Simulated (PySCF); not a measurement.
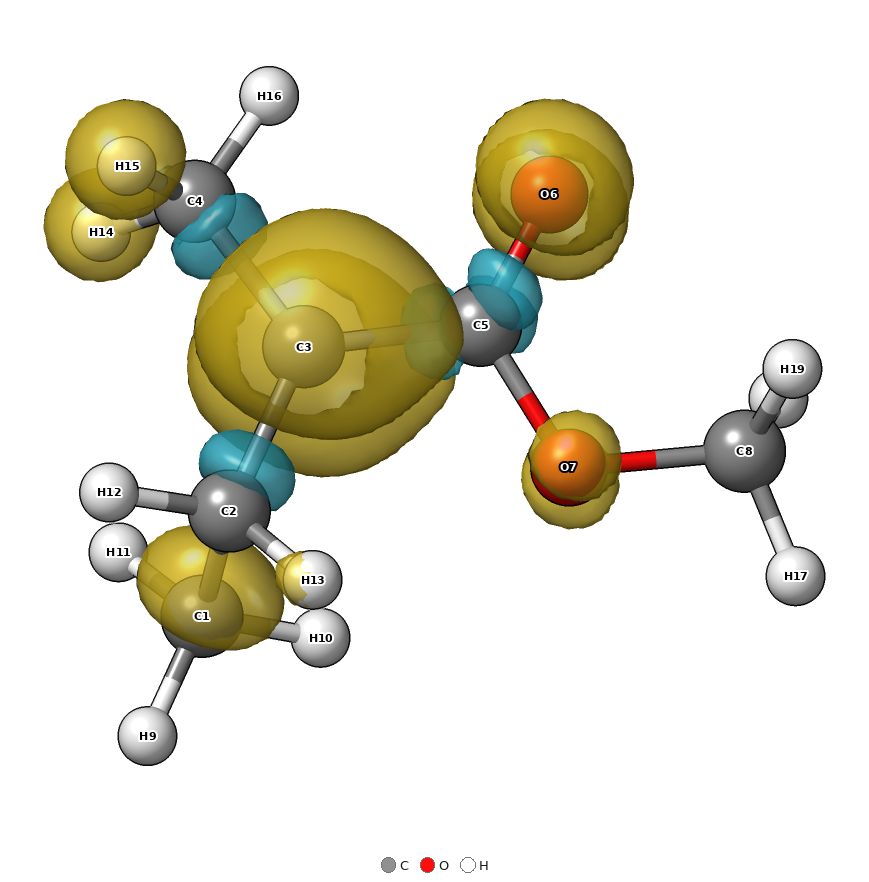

The picture shows: C6H11O2 (SMILES CC[C](C)C(=O)OC) (doublet). Isosurfaces of the spin density (α minus β) at +0.02 (yellow) and −0.02 e/Å³ (cyan), seen across its widest extent.

Geometry: GFN2-xTB.

These are results of UKS B3LYP, pcH-1 on C H O, non-relativistic, mean-field spin-orbit, GIAO (PySCF 2.14.0, density-fitted response routines), not measurements.

```tsv
atom	x (Å)	y (Å)	z (Å)
C	1.8041	-0.6700	-1.1183
C	0.9534	0.6048	-0.9851
C	0.3334	0.6878	0.3608
C	1.0310	1.3976	1.4545
C	-0.9137	0.0466	0.6557
O	-1.4608	0.0523	1.7485
O	-1.4609	-0.5909	-0.4192
C	-2.7012	-1.2247	-0.1744
H	2.2504	-0.7157	-2.1085
H	1.1820	-1.5486	-0.9727
H	2.5983	-0.6765	-0.3755
H	1.5935	1.4745	-1.1499
H	0.1767	0.5764	-1.7507
H	2.0511	1.0244	1.5649
H	1.1071	2.4646	1.2314
H	0.4892	1.2663	2.3877
H	-2.9470	-1.7757	-1.0792
H	-2.6227	-1.9015	0.6800
H	-3.4738	-0.4823	0.0425
```

Question: Describe the spin distribution.

Answer: The unpaired spin (1 electron) lies mostly on C3 (about 0.5) and O6 (about 0.2), in electrons by Hirshfeld's partition.
